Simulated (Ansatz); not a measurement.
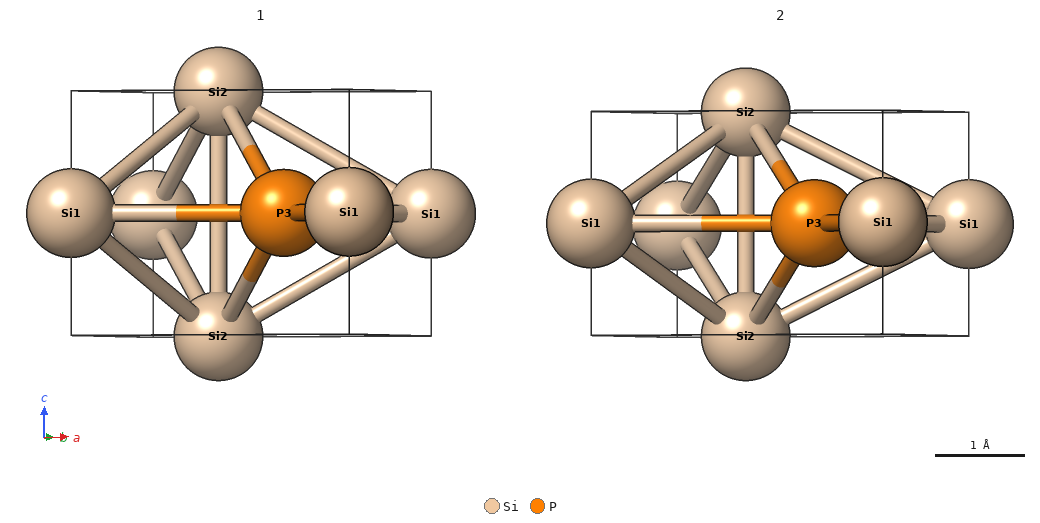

Two geometries of a crystal of Si₂P (a generated structure, set up in P-6m2), drawn at one scale. One is the start of a relaxation, the other its converged end. A ball-and-stick model of the cell of the calculation, seen from a free direction.

Method: Ansatz, DFT PBE, scalar-relativistic, plane waves, PAW. Settings: plane-wave cutoff 420 eV; k-point mesh 12 × 12 × 16; occupations gaussian; smearing width 0.1 eV; no spin polarisation; cell and atoms relaxed; force threshold 0.01 eV/Å; at most 80 steps.

**Which one is relaxed?**

Structure 2 is the relaxed one. Over 8 accepted moves (11 points after the start) the energy falls by 34.3 meV per atom. All forces vanish by symmetry, so only the cell relaxes. The pressure goes from 0.33 to 0.00 GPa. The line search rejected the trial step at point 3 of the run. At 2 points the geometry stayed and the basis and grid were re-selected for the new cell (energy shift of 0.3 meV per atom at most each time). No atom moves by more than 0.005 Å relative to the cell. Cell: a = b 4.261 → 4.472 Å (+4.9 %), c 2.762 → 2.528 Å (−8.5 %). Volume +0.8 %. Among the contacts that change: Si1–Si1 2.762 → 2.528 Å, P3–P3 2.762 → 2.528 Å, Si1–P3 2.460 → 2.582 Å, Si2–P3 2.821 → 2.875 Å. The space group stays P-6m2 (No. 187).
